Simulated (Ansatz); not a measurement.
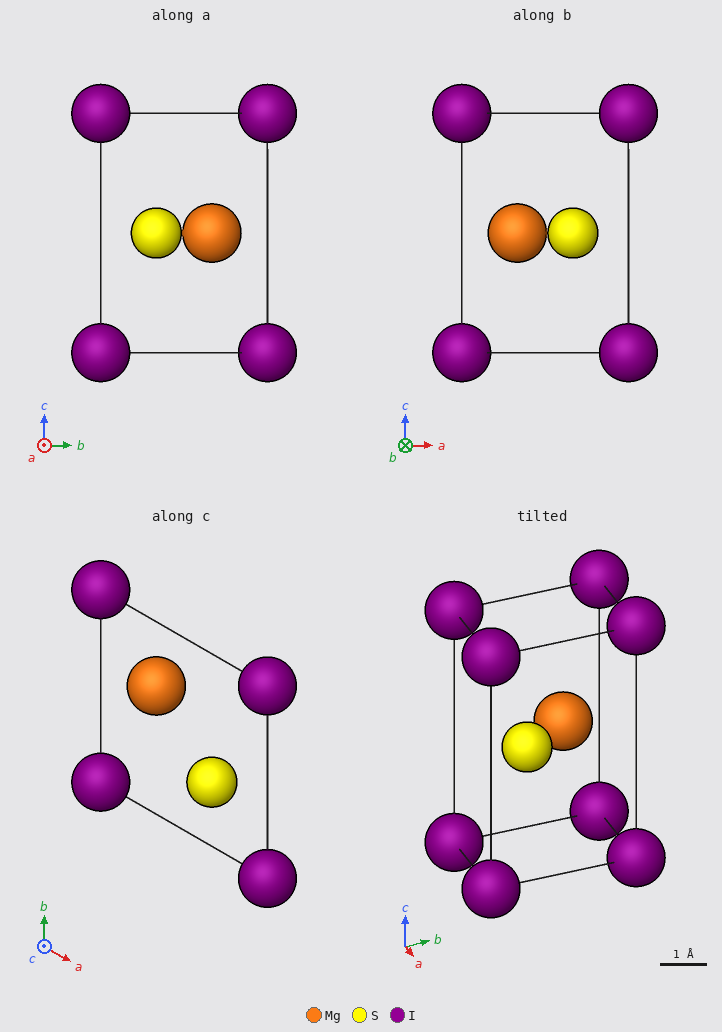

An orthographic spheres-only view of the structure, along the a axis, along the b axis, along the c axis and slightly off an axis. Thin lines show the conventional unit cell, with boundary atoms drawn in all their periodic places.

Lattice parameters: a = 4.2352 Å, b = 4.2352 Å, c = 5.2665 Å, α = 90.000°, β = 90.000°, γ = 120.000°.

Q: Reconstruct the structure as a CIF in P1 with every atom of the cell.

A:
```cif
data_structure
_symmetry_space_group_name_H-M 'P 1'
_symmetry_Int_Tables_number 1
_cell_length_a 4.2352
_cell_length_b 4.2352
_cell_length_c 5.2665
_cell_angle_alpha 90.000
_cell_angle_beta 90.000
_cell_angle_gamma 120.000
_cell_volume 81.81
loop_
_atom_site_label
_atom_site_type_symbol
_atom_site_fract_x
_atom_site_fract_y
_atom_site_fract_z
_atom_site_occupancy
Mg1 Mg 0.3333 0.6667 0.5000 1
S1 S 0.6667 0.3333 0.5000 1
I1 I 0.0000 0.0000 0.0000 1
```

The initial geometry was a structure type filled with these elements by a generator (whether the compound takes this form wasn't checked). The picture shows the end point of a geometry optimisation with Ansatz 0.2.0, DFT PBE, scalar-relativistic, plane waves, PAW.
